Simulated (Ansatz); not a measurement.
## Optical response of AlNi

What colour and refractive index does AlNi have at this level of theory? The cell comes from an older database entry, whose edges can differ from later determinations, mostly by under a per cent.

Program: Ansatz 0.2.0. Level of theory: DFT, PBE, plane-wave PAW, default files, scalar-relativistic, independent-particle optical response without local fields. Results are calculated unless marked as measured.

The database entry behind the starting cell differs from later determinations by our own check (about 0.2 % short), so it need not match the best structure at ambient conditions.

**1. Starting point**

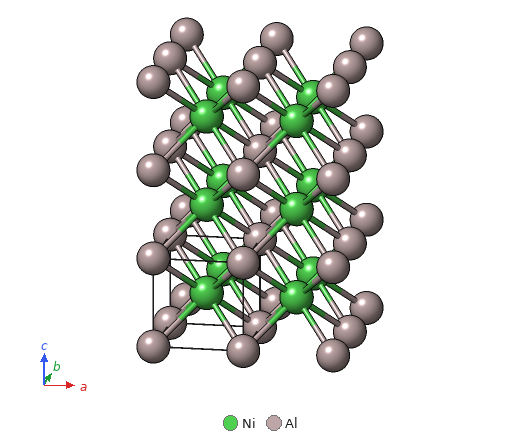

The cell as given, slightly off an axis (nickel green, aluminium light grey). 2×2×3 cells are drawn. Some periodic images of atoms are drawn too.

**2. Ground state and bands**

First the ground state: is it a metal or has it a gap?

This step: DFT, PBE, plane-wave PAW, default files, scalar-relativistic, ground state (Ansatz 0.2.0).

Contents of input.yaml:

```yaml
crystal:
  lattice:
    - [2.881, 0.0, 0.0]
    - [0.0, 2.881, 0.0]
    - [0.0, 0.0, 2.881]
  atoms:
    - { symbol: Ni, position: [0.5, 0.5, 0.5] }
    - { symbol: Al, position: [0.0, 0.0, 0.0] }
kpoints:
  mp_grid: { grid: [8, 8, 8] }
  band_path:
    path:
      - [[0.0, 0.0, 0.0], [0.0, 0.5, 0.0], [0.5, 0.5, 0.0], [0.0, 0.0, 0.0], [0.5, 0.5, 0.5], [0.0, 0.5, 0.0]]
      - [[0.5, 0.5, 0.0], [0.5, 0.5, 0.5]]
    npoints: 10
scf:
  occupations: { method: fermi_dirac, width: 0.05 }
  n_extra_bands: 6
hamiltonian:
  xc: pbe
  pseudopotentials: { kind: paw }
output:
  forces: true
  stress: true
  populations: true
  write_bands: true
  write_density: true
  write_potential: true
  elf: true
  volumetric_format: npy
```

Run with:

```bash
$ ansatz run input.yaml --threads 4 --pin off --max-ram 8192MiB --backend cpu --events-out ev --progress --plain --runs-dir out
```

Numbers of over 12 decimals in the logs are rounded to 6 here.

Output:

```text
scf.n_extra_bands = 6 over 11 filled bands (N_el = 21.0): the run solves 17 bands
Engine: ansatz 0.2.0, x86_64-unknown-linux-gnu
Pseudopotentials: kind: paw
Pseudopotential: Ni, paw, valence charge 18, recommended cutoff 420 eV (normal), Ni.paw.azcp
Pseudopotential: Al, paw, valence charge 3, recommended cutoff 420 eV (normal), Al.paw.azcp
Functional definition: PBE
  parameter kappa = 0.804
  parameter beta = 0.066725
  exchange = pbe_x(kappa = kappa, mu = beta*pi^2/3)
  correlation = pbe_c(beta = beta)
Crystal: 2 atoms, lattice volume = 23.913 Å³
Basis set: ecut = 420 eV, 461 PW (Γ), exchange–correlation on 40×40×40 points (8 copies of the dense FFT grid, shifted against one another)
Bands: 17, of which v1, the nominal top of the filled ones, is band 11 counted from 1 (10 counted from 0)
Symmetry: 48 space group operations
Space group: Pm-3m (ITA 221), of the structure as read, at distance tolerance 2.9e-5 Å
k-points: 35 of 512
Non-local potential: Ni, projectors of the file, l = 0: 3, l = 1: 2, l = 2: 3, l = 3: 1
Non-local potential: Al, projectors of the file, l = 0: 2, l = 1: 2, l = 2: 1
PAW form: soft (Blöchl's): semilocal exchange-correlation on the pseudo side does not see the compensation charge
PAW one-centre angular grid: Ni, 590 points (default); XC on 64 Gauss nodes
PAW one-centre angular grid: Al, 110 points (default); XC on 64 Gauss nodes
Initial density: superposition of atomic densities (neutral atoms: chi_scale 0, normalization atom), corrected by the library's trained network
Initial wavefunctions: pseudopotential atomic-orbital guess
Functional: x = pbe(κ = 0.804, μ = 0.219515), c = pbe(β = 0.066725)
SCF iter   1: F=—  HF=-6378.528035 eV  |F-HF|=—  |Δ(HF+E_count)|=         —  Δρ=2.05e-3  dr2=7.86e-4  ethr=1.77e-3  ⟨swp⟩=5.0  Hψ=2722  notcnv=0  defer=10
preconditioner: auto → none  [insulator: Δε(μ)=0.150 eV  Ē_g=11.893 eV  σ=0.050 eV  W_gap=0.60  n_scr=6 (ndim 8)  ℏωp=27.4 eV  f_vac=0.000  D(μ)=1.23/eV (n_scr^D=6)  ε∞_Penn≈6.3]
SCF iter   2: F=—  HF=-6378.528034 eV  |F-HF|=—  |Δ(HF+E_count)|=   3.77e-7  Δρ=7.72e-4  dr2=1.16e-4  ethr=3.74e-6  ⟨swp⟩=2.3  Hψ=1187  notcnv=0  defer=13
SCF iter   3: F=—  HF=-6378.528045 eV  |F-HF|=—  |Δ(HF+E_count)|=   1.10e-5  Δρ=1.04e-4  dr2=1.40e-6  ethr=5.51e-7  ⟨swp⟩=1.1  Hψ=569  notcnv=0  defer=13
SCF iter   4: F=—  HF=-6378.528120 eV  |F-HF|=—  |Δ(HF+E_count)|=   7.49e-5  Δρ=1.70e-5  dr2=3.11e-8  ethr=6.65e-9  ⟨swp⟩=2.1  Hψ=780  notcnv=0  defer=13
iter 5 did not close the SCF: its close was put off for the readings that it lacked (scf_convergence_deferred on its scf_iter line)
SCF iter   5: F=-6378.528120 eV  HF=-6378.528120 eV  |F-HF|=8.71e-9  |Δ(HF+E_count)|=   2.07e-8  Δρ=7.89e-6  dr2=8.82e-9  ethr=1.48e-10  ⟨swp⟩=2.4  Hψ=889  notcnv=0  defer=13
SCF iter   6: F=-6378.528120 eV  HF=-6378.528120 eV  |F-HF|=9.24e-10  |Δ(HF+E_count)|=  9.81e-10  Δρ=2.50e-6  dr2=9.57e-10  ethr=4.20e-11  ⟨swp⟩=8.3  Hψ=3049  notcnv=0
SCF 1 converged in 6 iterations: F = -6378.528120 eV  dr2 = 9.57e-10
  greatest PAW one-centre occupation: 1.001 electrons in one spin orbital (limit 2), on the Ni atom at site 0 (counted from 0), in its partial waves of l = 1
NSCF: frozen V_eff on 62 k-points
SCF converged after 6 iterations
Free energy (F): -6378.528120 eV
Harris-Foulkes:  -6378.528120 eV  (|F-HF|=9.24e-10)
Internal energy: -6378.518112 eV  (E = F + TS)
E sigma→0 (E₀):  -6378.523116 eV
Entropy (-TS):   -0.010008 eV (-5.004 meV/atom)
Fermi energy:    13.913988 eV
--- Per-component energies (eV) ---
  E_band       = -336.285965
  E_kinetic    = 311.045043
  E_local      = -4446.659634  (includes V_loc(G=0)·N_el)
  E_nonlocal   = 647.740672
  E_hartree    = 1913.613345
  E_xc         = -126.284726
  E_vxc        = -140.637861  (∫ρ·V_xc dr)
  E_paw        = -2100.358923  (= ΣΔE_a)
  E_vpaw       = -535.003985  (= ΣTr[D̂ρ^β])
  E_aug_tail   = 0.000487  (compensation charges beyond the density's cutoff)
  E_ewald      = -2577.614375
  E_smearing   = -0.010008  (= −TS)
  E_closure    = 0.000000  (closes the sum)
  Σ components = -6378.528120   (vs F -6378.528120, Δ=0.00e0)
--- Forces (eV/Å), atoms counted from 1 ---
  atom   1  Ni     0.00000000     0.00000000     0.00000000
  atom   2  Al    -0.00000000     0.00000000     0.00000000
  max |Σ_I F_I| component: 4.12e-29 eV/Å
--- Stress (GPa, compression-positive) ---
        2.193999       0.000000       0.000000
       -0.000000       2.193999       0.000000
        0.000000       0.000000       2.193999
  P = ⅓ Tr σ = 2.1940 GPa (21.940 kbar)
--- Band table (eV; the first three rows and the last of 35) ---
  k-point 0: bands = [... 7 lower, 12.4510, 12.4510, 12.4510, 19.4651, 19.4651, 19.4651, 22.0713, 22.0713, ... 2 higher]
  k-point 1: bands = [... 7 lower, 12.3313, 12.3313, 12.4640, 17.2941, 19.8394, 19.8394, 22.0860, 23.9122, ... 2 higher]
  k-point 2: bands = [... 7 lower, 12.0678, 12.0678, 12.4956, 14.8034, 20.8717, 20.8717, 22.1267, 25.5902, ... 2 higher]
  k-point 34: bands = [... 7 lower, 13.0132, 13.0132, 15.9462, 15.9462, 15.9462, 17.6733, 18.4425, 18.4425, ... 2 higher]
--- Löwdin populations: 2 sites ---
  site symbol       q [e]
     0     Ni     17.5148
     1     Al      3.3064
  spilling = 0.008516 (of n_electrons = 21.000000)
```

Run time: 0.46 s. Hardware: 4 threads of Intel Xeon 6975P-C (Granite Rapids), shared host; peak memory 0.35 GiB; 0.95 s of CPU time.

Reading the cycles: dr2 is the Hartree energy of the density residual (eV), the measure of convergence; HF is the Harris–Foulkes estimate of the energy, which meets the free energy F at convergence.

This run has no spin polarisation, although Ni can carry a moment.

This step gave:

- free energy: -6378.5281 eV
- Fermi energy: 13.91 eV
- electrons: 21
- symmetry operations: 48
- pressure: 2.194 GPa
- volume: 23.91 Å³
- gap on the path: 0 eV

There are states at the Fermi level within the smearing, so the occupations stay smeared and the carriers get a Drude term. The cell is left with a pressure of 2.2 GPa, as it stands unrelaxed at this level.

Electronic bands along the path, in eV, zero at the Fermi level; # counts the bands kept:

| point | #3 | #4 | #5 | #6 | #7 | #8 | #9 | #10 |
| --- | --- | --- | --- | --- | --- | --- | --- | --- |
| Γ | -3.17 | -1.46 | -1.46 | -1.46 | 5.55 | 5.55 | 5.55 | 8.16 |
| X | -2.69 | -2.17 | -2.17 | -1.37 | -0.56 | 8.29 | 10.03 | 10.03 |
| M | -2.84 | -2.84 | -2.00 | -2.00 | -0.93 | 1.53 | 2.56 | 12.33 |
| Γ | -3.17 | -1.46 | -1.46 | -1.46 | 5.55 | 5.55 | 5.55 | 8.16 |
| R | -4.04 | -0.90 | -0.90 | 2.03 | 2.03 | 2.03 | 3.76 | 4.53 |
| X | -2.69 | -2.17 | -2.17 | -1.37 | -0.56 | 8.29 | 10.03 | 10.03 |
| jump to M | -2.84 | -2.84 | -2.00 | -2.00 | -0.93 | 1.53 | 2.56 | 12.33 |
| R | -4.04 | -0.90 | -0.90 | 2.03 | 2.03 | 2.03 | 3.76 | 4.53 |

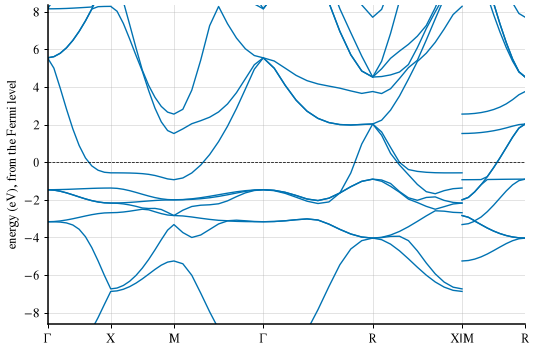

Electronic bands along the path.

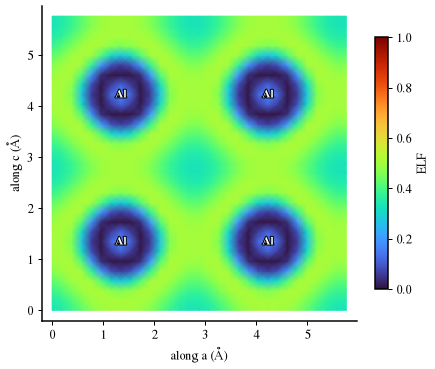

ELF in the ac plane at fractional y = 0.000, with atoms of Al within 0.2 Å of it. It is the smooth field of the valence electrons, not physical close to the nuclei. The map starts off the cell's origin, so that atoms lie inside it.

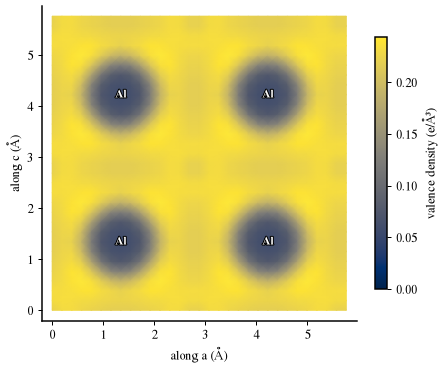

Valence density in the ac plane at fractional y = 0.000, with atoms of Al within 0.2 Å of it. It is the smooth field of the valence electrons, not physical close to the nuclei. The map starts off the cell's origin, so that atoms lie inside it.

**3. Spectrum**

The spectrum is a sum over vertical transitions between filled and empty bands at the fixed density, so many empty bands are needed.

This step: DFT, PBE, plane-wave PAW, default files, scalar-relativistic, independent-particle optical response without local fields (Ansatz 0.2.0).

input.yaml, the sections that differ from step 2:

```yaml
kpoints:
  mp_grid: { grid: [10, 10, 10] }
scf:
  occupations: { method: fermi_dirac, width: 0.05 }
output:
  optics:
    e_range: [0, 20]
    de: 0.05
    sigma: 0.1
    drude_damping: 0.03
    nscf_kmesh: { grid: [12, 12, 12] }
    bands: { spectra_wanted_up_to: 20 }
# crystal, hamiltonian: as in step 2
```

Output:

```text
[...]
Crystal: 2 atoms, lattice volume = 23.913 Å³
Basis set: ecut = 420 eV, 461 PW (Γ)
Bands: 15, of which v1, the nominal top of the filled ones, is band 11 counted from 1 (10 counted from 0)
[... 1 set-up line as in the run before ...]
[...]
k-points: 56 of 1000
[...]
SCF iter   1: F=—  HF=-6378.535961 eV  |F-HF|=—  |Δ(HF+E_count)|=         —  Δρ=1.98e-3  dr2=4.01e-4  ethr=1.77e-3  ⟨swp⟩=4.9  Hψ=3887  notcnv=0
[...]
SCF iter   7: F=-6378.536036 eV  HF=-6378.536036 eV  |F-HF|=1.82e-12  |Δ(HF+E_count)|=  2.73e-12  Δρ=1.37e-7  dr2=1.99e-12  ethr=1.00e-12  ⟨swp⟩=3.6  Hψ=2354  notcnv=0
SCF 1 converged in 7 iterations: F = -6378.536036 eV  dr2 = 1.99e-12
[...]
NSCF: frozen V_eff on 84 k-points
output.optics: what the bands over the 27 summed would add to eps1, eps2 and the energy-loss function is held between a lower and an upper bound (8 Lanczos steps). eps1, eps2 and their loss function (loss_summed_bands) are given on every row as the summed bands alone make them. Along an axis, on a row where the two bounds hold the loss function to about 1 % of the greater of itself and 0.5 % of |1/eps|, its cell (loss_completed) is given, with the completed eps1 and eps2 that it is formed of (a cell that is left empty reads nan in the table and null in the record). The two bounds hold it so along every axis on all 400 rows up to 20.000 eV. [rest of the remark cut]
SCF converged after 7 iterations
Free energy (F): -6378.536036 eV
[...]
Internal energy: -6378.530758 eV  (E = F + TS)
E sigma→0 (E₀):  -6378.533397 eV
Entropy (-TS):   -0.005278 eV (-2.639 meV/atom)
Fermi energy:    13.997025 eV
[...]
--- Band table (eV; the first three rows and the last of 56) ---
  k-point 0: bands = [... 7 lower, 12.4574, 12.4574, 12.4574, 19.4639, 19.4639, 19.4639, 22.0707, 22.0707]
  k-point 1: bands = [... 7 lower, 12.3785, 12.3785, 12.4659, 17.8588, 19.7056, 19.7056, 22.0800, 23.4729]
  k-point 2: bands = [... 7 lower, 12.1851, 12.1851, 12.4882, 15.6898, 20.3897, 20.3897, 22.1068, 25.0037]
  k-point 55: bands = [... 7 lower, 13.0190, 13.0190, 15.9472, 15.9472, 15.9472, 17.6681, 18.4432, 18.4432]
```

Elapsed: 4.4 s, on 4 threads; peak memory 0.84 GiB.

Read-outs, printed or worked out from the files:

| Quantity | Value |
| --- | --- |
| main peak of the optical conductivity above 1 eV, first axis | 4.233 eV |
| Drude plasma energy, first axis | 7.143 eV |
| bands summed | 27 |
| spectra valid up to | 26.17 eV |
| program's estimate of the k-sum error in Im epsilon | 0.32 % |
| electrons in the f-sum | 8.383 |

The Im ε, any direction has structure finer than the step of the table below, so its rows give means over 1 eV, whole bins alone (the curve runs from 0.3 to 20 eV). Peaks (eV: height): 2.5: 18.7, 4.2: 19.6, 5.5: 11.3.

The Im ε, any direction by photon energy; means over each step:

| photon energy (eV) | Im ε, any direction |
| --- | --- |
| 1 | 5.32 |
| 2 | 9.97 |
| 3 | 10.5 |
| 4 | 10.4 |
| 5 | 9.58 |
| 6 | 9.61 |
| 7 | 6.18 |
| 8 | 5.59 |
| 9 | 3.56 |
| 10 | 2.41 |
| 11 | 2.03 |
| 12 | 1.51 |
| 13 | 0.996 |
| 14 | 0.877 |
| 15 | 0.762 |
| 16 | 0.726 |
| 17 | 0.608 |
| 18 | 0.638 |
| 19 | 0.533 |

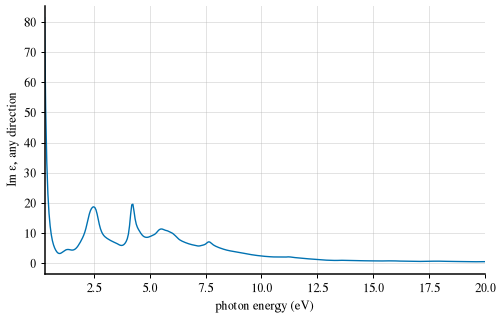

Im ε, any direction, plotted against photon energy.

Table of Re ε, any direction by photon energy:

| photon energy (eV) | Re ε, any direction |
| --- | --- |
| 2 | 5.15 |
| 4 | 8.76 |
| 6 | -2.58 |
| 8 | -3.34 |
| 10 | -2.23 |
| 12 | -1.55 |
| 14 | -0.680 |
| 16 | -0.294 |
| 18 | -0.00883 |
| 20 | 0.151 |

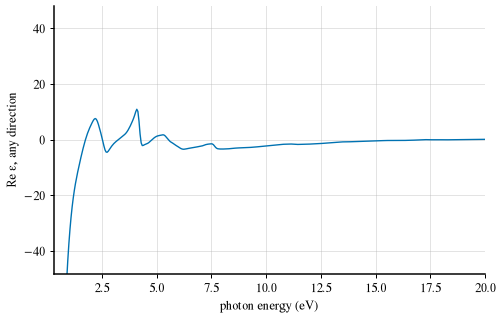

Re ε, any direction against photon energy. Below 1 eV the curve runs off the scale.

Refractive index n and extinction k against photon energy:

| photon energy (eV) | n | k |
| --- | --- | --- |
| 2 | 2.74 | 1.54 |
| 4 | 3.22 | 1.26 |
| 6 | 1.97 | 2.54 |
| 8 | 1.24 | 2.21 |
| 10 | 0.717 | 1.66 |
| 12 | 0.552 | 1.36 |
| 14 | 0.464 | 0.946 |
| 16 | 0.503 | 0.739 |
| 18 | 0.570 | 0.578 |
| 20 | 0.582 | 0.434 |

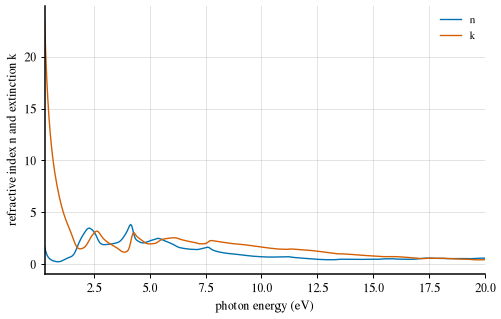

Refractive index n and extinction k against photon energy.

Loss function −Im 1/ε at q → 0, any direction against energy loss; read off at these points:

| energy loss (eV) | loss function −Im 1/ε at q → 0, any direction |
| --- | --- |
| 2.0 | 0.0865 |
| 4.0 | 0.0569 |
| 6.0 | 0.0937 |
| 8.0 | 0.133 |
| 10.0 | 0.224 |
| 12.0 | 0.322 |
| 14.0 | 0.712 |
| 16.0 | 1.16 |
| 17.0 | 1.73 |
| 18.0 | 1.52 |
| 19.4 | 2.01 |
| 20.0 | 1.82 |

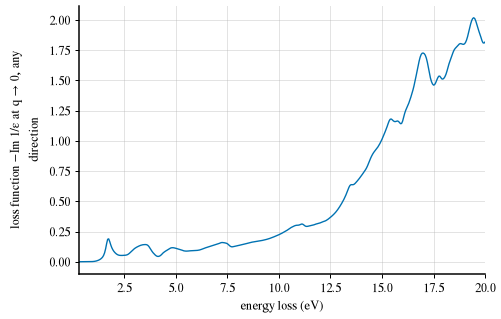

Loss function −Im 1/ε at q → 0, any direction against energy loss.

Values under 1 per cm are given as 1. Table of absorption coefficient, any direction by photon energy:

| photon energy (eV) | absorption coefficient, any direction (1/cm) |
| --- | --- |
| 1.00 | 6.2e5 |
| 2.00 | 3.1e5 |
| 3.00 | 7.1e5 |
| 4.00 | 5.1e5 |
| 5.00 | 9.9e5 |
| 6.00 | 1.5e6 |
| 7.00 | 1.5e6 |
| 8.00 | 1.8e6 |
| 9.00 | 1.8e6 |
| 10.00 | 1.7e6 |
| 11.00 | 1.6e6 |
| 12.00 | 1.7e6 |
| 13.00 | 1.5e6 |
| 14.00 | 1.3e6 |
| 15.00 | 1.2e6 |
| 16.00 | 1.2e6 |
| 17.00 | 9.6e5 |
| 18.00 | 1.1e6 |
| 19.00 | 9.6e5 |
| 20.00 | 8.8e5 |

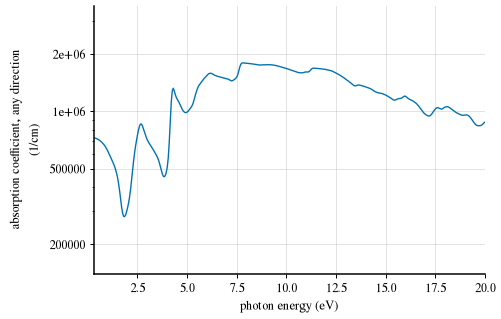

Absorption coefficient, any direction against photon energy.

At chosen wavelengths:

| wavelength (nm) | n | k | R (%) | 1/α |
| --- | --- | --- | --- | --- |
| 800 | 0.82 | 2.646 | 68.2 | 24 nm |
| 633 | 2.59 | 1.506 | 31.6 | 33 nm |
| 450 | 2.12 | 2.988 | 54.6 | 12 nm |
| 405 | 1.90 | 2.214 | 42.9 | 15 nm |
| 365 | 2.00 | 1.749 | 33.7 | 17 nm |
| 308 | 3.34 | 1.328 | 35.1 | 18 nm |
| 248 | 2.24 | 1.956 | 37.4 | 10 nm |

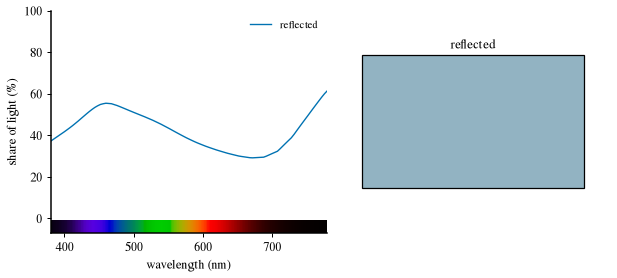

Light reflected across the visible range, with the colour that it makes of daylight (sRGB).

In reflection the computed colour is faintly blue: x = 0.275, y = 0.308, luminous reflectivity 42 %.

**4. What came out**

```json
{
 "gap on the path": "0 eV",
 "main peak of the optical conductivity above 1 eV, first axis": "4.23 eV",
 "Drude plasma energy, first axis": "7.14 eV"
}
```

What this shows: At this level (PBE, independent particles) AlNi is a metal with a Drude plasma energy of 7.1 eV; it reflects 43 % at 550 nm. Along x the bare Drude plasma energy is 7.1 eV; Re ε first rises through zero at 1.76 eV, far lower, because interband transitions screen the carriers. Im ε is 5.3 there, so the loss peak at that energy is weak. In reflection the computed colour is faintly blue: x = 0.275, y = 0.308, luminous reflectivity 42 %. In the base run ε includes the program's bounded estimate of what the bands above those summed add. The carriers' damping of 0.03 eV is typed, not computed; at 0.8 eV the carriers give 69 % of Im ε along the first axis; the rest comes from the sum over bands, which at low energy also holds close bands and the noise of the mesh. The run has no spin polarisation; magnetic order or correlation, untested here, could change the spectrum. The Fermi-Dirac width of 0.05 eV acts as an electron temperature of 580 K in the carriers' term.

[Logs are printed without paths, hosts, clocks, repeated set-up lines and the standing remarks that a program may print on its own settings, such as how far it seeks lower states.]

[Hosts, paths, dates, database ids (printed as entryN), source tags and the programs' standing remarks are cut or masked in the printed files.]
